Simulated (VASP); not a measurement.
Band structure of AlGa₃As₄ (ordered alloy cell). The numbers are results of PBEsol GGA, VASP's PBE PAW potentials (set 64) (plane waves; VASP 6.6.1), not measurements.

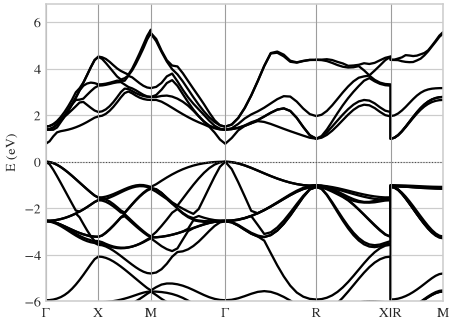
Fig. 1. Bands along high-symmetry lines, zero at the valence-band maximum or, without a gap, the Fermi level

Problem. Read the plot: is there a gap, and where are the band edges?

Solution. The gap is direct, 0.77 eV, from the valence maximum at Γ to the conduction minimum at Γ. (Edges off the drawn lines would not show.)

The structure was generated: AlGa3As4 was put into an ordered model structure (P-43m), which need not be its known phase. It was relaxed first.
